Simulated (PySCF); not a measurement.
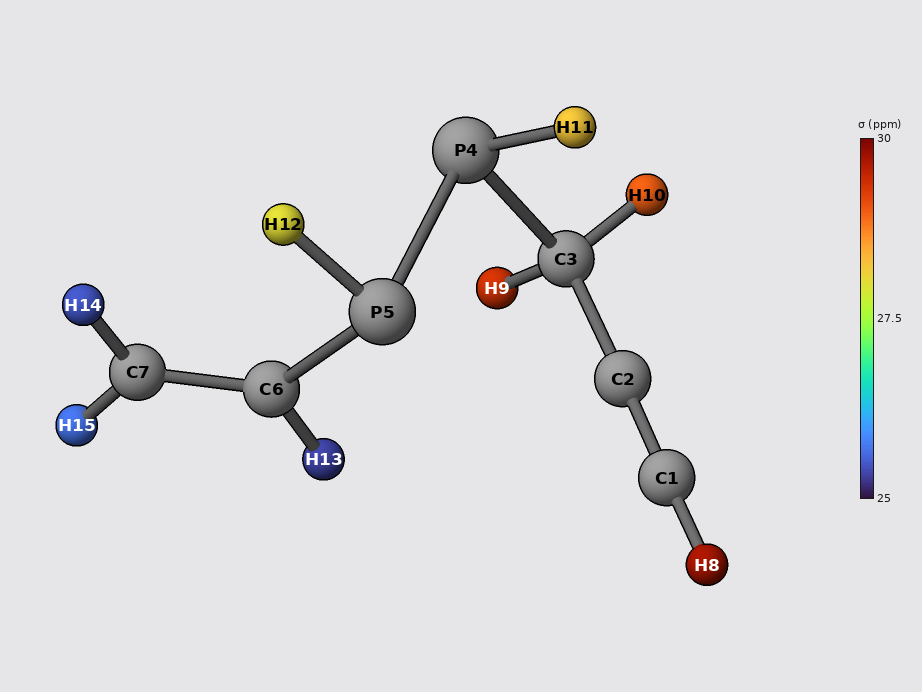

Atoms are coloured by their isotropic NMR shieldings (H only, the others grey). The computed structure is the end point of a GFN2-xTB optimisation. No frequency run is at hand to confirm it as a minimum. Method: GIAO PBE0/pcSseg-1 NMR shielding, non-relativistic, gas phase (PySCF 2.14.0).

List the isotropic NMR shieldings of the H atoms.

```json
{"atom": "H8", "σ (ppm)": "29.67"}
{"atom": "H9", "σ (ppm)": "29.32"}
{"atom": "H10", "σ (ppm)": "28.96"}
{"atom": "H11", "σ (ppm)": "28.22"}
{"atom": "H12", "σ (ppm)": "28.00"}
{"atom": "H13", "σ (ppm)": "25.37"}
{"atom": "H14", "σ (ppm)": "25.49"}
{"atom": "H15", "σ (ppm)": "25.71"}
```

The geometry is semi-empirical. Around P such bond lengths and angles can be off by a tenth of an ångström or more and by several degrees, and values that hang on the shape move with them.
